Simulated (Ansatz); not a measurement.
The relaxed structure here is a generated cell of BAs: the first start was made by placing the elements on the sites of a structure type, and the end was not matched to a known phase here, so it may be hypothetical. Known forms of BAs include space group No. 216.

One stationary structure of BAs. Space group Pnma (No. 62). Level of theory: r2SCAN (plane waves to 500 eV, PAW, scalar-relativistic; Ansatz, a first-principles code).

```cif
data_As4B4
_chemical_formula_sum 'B4 As4'
_space_group_name_H-M_alt 'Pnma'
_space_group_IT_number 62
_space_group_name_Hall '-P 2ac 2n'
_cell_length_a 6.59751
_cell_length_b 3.41711
_cell_length_c 5.67852
_cell_angle_alpha 90.000
_cell_angle_beta 90.000
_cell_angle_gamma 90.000
loop_
_atom_site_label
_atom_site_type_symbol
_atom_site_symmetry_multiplicity
_atom_site_Wyckoff_symbol
_atom_site_fract_x
_atom_site_fract_y
_atom_site_fract_z
_atom_site_occupancy
B1 B 4 c 0.33941 0.25000 0.09824 1
As1 As 4 c 0.16320 0.25000 0.39067 1
```

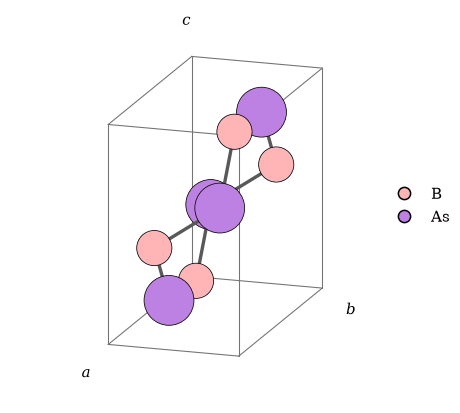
Fig. 1. The conventional cell of the relaxed structure

* **Volume per atom**: 16.00 Å³
* **Density**: 4.45 g/cm³
* **Band gap**: 0.55 eV, indirect (valence top at Γ, conduction bottom at U) (no spin-orbit coupling)
* **Smallest direct gap**: 1.20 eV at Γ
* **Shortest distances**: As–B 2.03 Å; B–B 2.94 Å; As–As 3.02 Å
* **k-mesh**: 5×10×6

Band energies at high-symmetry points (eV from the VBM; labels of this space group; no spin-orbit coupling), from −5 eV up to 3.5 eV:

```
point                                                                         energies
-----  -------------------------------------------------------------------------------
Γ                    -4.59 -2.88 -2.35 -1.13 -1.05 -0.84 0.00 1.20 1.58 1.78 3.08 3.52
X                  -4.06 -4.06 -3.26 -3.26 -2.40 -2.40 -0.89 -0.89 1.27 1.27 2.59 2.59
S                                          -3.14 -3.14 -3.14 -3.14 2.86 2.86 2.86 2.86
Y                              -4.25 -4.25 -4.16 -4.16 -2.86 -2.86 1.51 1.51 3.43 3.43
Z      -4.45 -4.45 -3.87 -3.87 -3.81 -3.81 -2.58 -2.58 -1.44 -1.44 1.39 1.39 2.24 2.24
U                  -3.83 -3.83 -3.51 -3.51 -1.66 -1.66 -1.55 -1.55 0.55 0.55 3.06 3.06
R                  -4.14 -4.14 -4.14 -4.14 -3.46 -3.46 -3.46 -3.46 2.63 2.63 2.63 2.63
T                                          -2.53 -2.53 -1.53 -1.53 2.04 2.04 3.02 3.02
```

No spin polarisation in the result.

The run could not lose the symmetry of its start, so the end can be a saddle point.
